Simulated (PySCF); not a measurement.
# CH₈OSSi₂: electronic excitations

What electronic excitations should CH₈OSSi₂ (`[SiH3]CO[SiH2]S`) show?

The runs use PySCF 2.14.0, with density-fitted response routines of our own; the level of theory stands in each step. All values are computed, except where a source is named. Atoms count from 0, in the outputs and in this text.

**1. The starting structure**

13 atoms, charge 0, multiplicity 1; geometry from: GFN2-xTB.

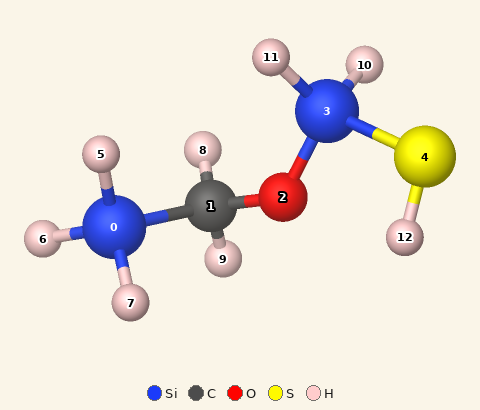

The starting geometry (silicon blue, carbon dark grey, oxygen red, sulfur yellow, hydrogen pink), atoms numbered.

**2. Excited states and response: PBE0/def2-SVPD**

What the job is given:

```
{"job": {"kind": "uv", "xc": "PBE0", "basis": "def2-SVPD", "nstates": 8, "ntriplets": 3}, "charge": 0, "multiplicity": 1}
Si    -1.924501    -0.412356     0.745000
C     -0.887498     0.183512    -0.746439
O      0.457234    -0.215035    -0.589140
Si     1.688213     0.677011    -0.057180
S      3.282365    -0.742587    -0.030137
H     -1.406534     0.234503     1.950104
H     -3.308720    -0.013338     0.492248
H     -1.789601    -1.863844     0.840331
H     -0.944239     1.268116    -0.871847
H     -1.241914    -0.267905    -1.677359
H      2.028884     1.757262    -0.975958
H      1.482479     1.184193     1.295716
H      2.559445    -1.789044    -0.393068
```

Level: TDDFT PBE0/def2-SVPD, vertical, gas phase, core orbitals frozen in the response.

Command:

```bash
OMP_NUM_THREADS=1 python probes_run.py task.json out
```

The driver reads the jobs from task.json and runs them one after another.

The program printed:

```text
coarse grid: 12008 points
cycle   1  E = -1094.2528472472  dE =  3.078e-01  |g| = 6.040e-01  |ddm| = 4.265e+00
cycle   2  E = -1094.1302558485  dE =  1.226e-01  |g| = 9.997e-01  |ddm| = 1.660e+00
cycle   3  E = -1094.3249432851  dE = -1.947e-01  |g| = 8.254e-02  |ddm| = 1.022e+00
cycle   4  E = -1094.3264212197  dE = -1.478e-03  |g| = 3.152e-02  |ddm| = 1.760e-01
cycle   5  E = -1094.3267331436  dE = -3.119e-04  |g| = 4.153e-03  |ddm| = 6.415e-02
cycle   6  E = -1094.3267377705  dE = -4.627e-06  |g| = 9.689e-04  |ddm| = 9.268e-03
final grid: 100992 points
cycle   7  E = -1094.4544278896  dE = -1.391e-05  |g| = 7.978e-03  |ddm| = 6.261e-02
cycle   8  E = -1094.4544157892  dE =  1.210e-05  |g| = 1.136e-02  |ddm| = 1.809e-02
cycle   9  E = -1094.4544407654  dE = -2.498e-05  |g| = 1.118e-03  |ddm| = 1.038e-02
cycle  10  E = -1094.4544410663  dE = -3.009e-07  |g| = 1.528e-04  |ddm| = 1.579e-03
cycle  11  E = -1094.4544410724  dE = -6.133e-09  |g| = 4.795e-05  |ddm| = 2.604e-04
cycle  12  E = -1094.4544410730  dE = -6.187e-10  |g| = 1.218e-05  |ddm| = 8.456e-05
converged SCF energy = -1094.4544410730

Static polarisability (au): isotropic 90.333, principal 79.371 85.103 106.526

Singlet excitations
state   eV       nm        f      main configurations
  1   5.6553    219.2   0.00342   H->L 0.85, H->L+1 0.13
  2   6.2379    198.8   0.01040   H->L+1 0.50, H->L+2 0.23, H->L 0.09
  3   6.3218    196.1   0.00458   H-1->L 0.95
  4   6.4819    191.3   0.03244   H->L+2 0.73, H->L+1 0.17
  5   6.9937    177.3   0.01381   H-1->L+1 0.74, H-1->L+2 0.23
  6   7.1512    173.4   0.02125   H-1->L+2 0.69, H-1->L+1 0.23
  7   7.2228    171.7   0.00156   H->L+4 0.65, H->L+5 0.20
  8   7.2405    171.2   0.04081   H-2->L 0.87

Triplet excitations (Tamm-Dancoff, eV): 5.2911 5.9115 6.0676
```

It took 50 s on 1 thread of Arm Neoverse N1, shared host; peak memory 0.66 GiB.

The orbitals next to the gap, with their largest atomic shares:

```tsv
orbital	eV	atoms
HOMO−3	-9.55	S4 18 %, O2 18 %, C1 15 %
HOMO−2	-8.86	S4 45 %, O2 23 %, Si3 12 %
HOMO−1	-7.93	O2 40 %, C1 20 %, Si0 14 %
HOMO	-7.28	S4 76 %, Si3 11 %, H12 7 %
LUMO	-0.30	Si3 28 %, S4 15 %, H10 9 %
LUMO+1	0.24	S4 21 %, Si0 20 %, Si3 14 %
LUMO+2	0.41	S4 31 %, Si3 21 %, Si0 10 %
```

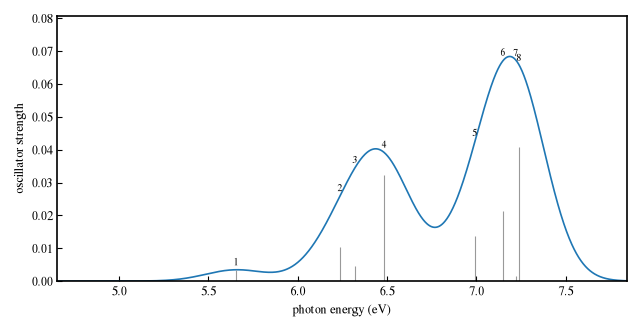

Absorption spectrum from the 8 singlet states computed; above the last one it falls off for lack of states. Lines are broadened to a width of 0.40 eV (Gaussian).

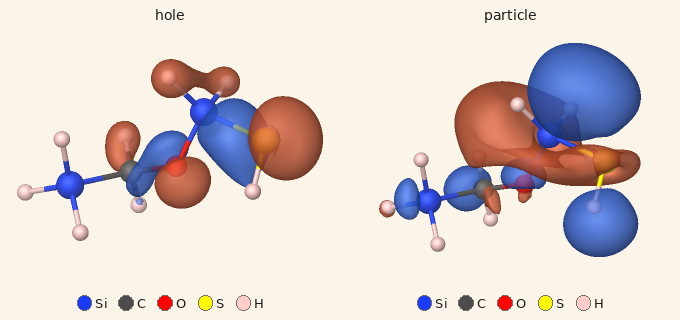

Leading natural transition orbitals of singlet state 8: the electron leaves the hole (left) for the particle orbital (right).

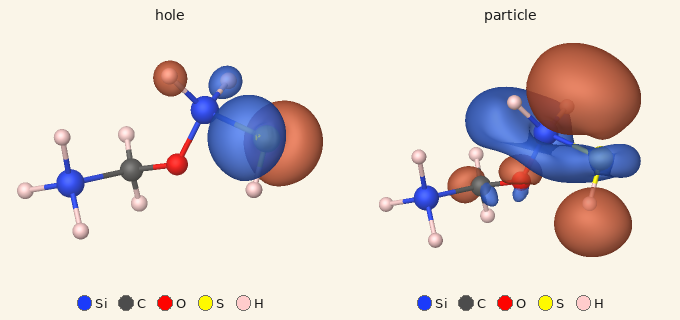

Leading natural transition orbitals of singlet state 1: the electron leaves the hole (left) for the particle orbital (right).

Further results of this job:

```tsv
property	computed
dipole moment (D)	2.41
polarisability (Å³)	13.39
HOMO–LUMO gap (eV)	6.99
−ε(HOMO) (eV)	7.28
```

Orbitals, density, ELF and potential are computed afterwards from the orbital file.

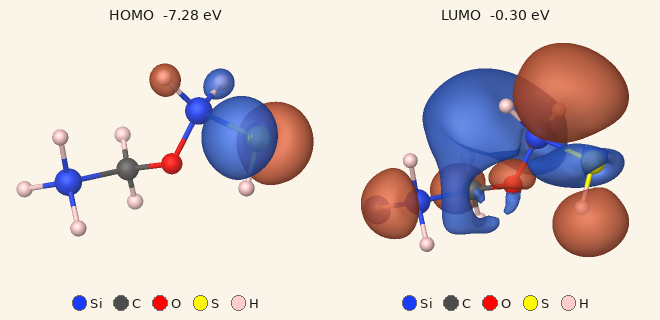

Frontier orbitals at PBE0/def2-SVPD; each surface holds 70 % of the orbital's density, blue and red mark the sign.

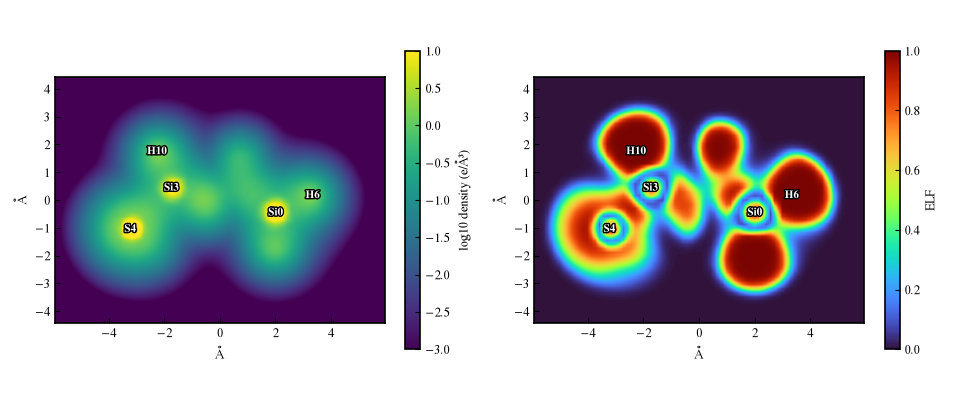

Density (left) and ELF (right) in a plane through or near 5 of the atoms.

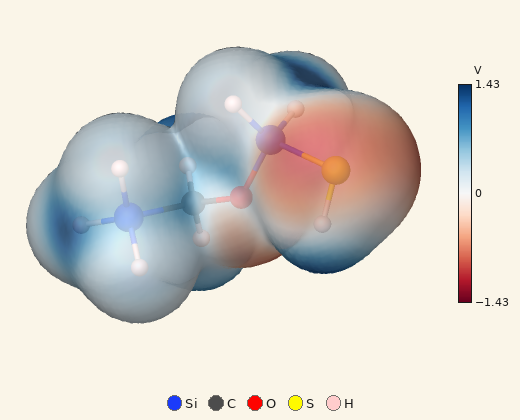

The potential that a unit positive charge feels on the 0.002 e/bohr³ surface, from -0.95 V near S4 to 1.43 V near H8.

**3. What came out**

| quantity | value |
| --- | --- |
| lowest singlet (PBE0/def2-SVPD) | 5.66 eV (219 nm), f = 0.003 |
| brightest single state of those computed | state 8, 7.24 eV, f = 0.041 |
| lowest triplet | 5.29 eV |
| surface potential, least and greatest | -0.95 V and 1.43 V |

The first singlet state (HOMO→LUMO 0.85, HOMO→LUMO+1 0.13) lies at 5.66 eV and is weak; of the 8 states computed, the strongest absorption comes from state 8 at 7.24 eV (the last computed, so partners may be missing). The lowest triplet lies 0.36 eV below the lowest singlet (triplets in Tamm-Dancoff, singlets in full TDDFT).
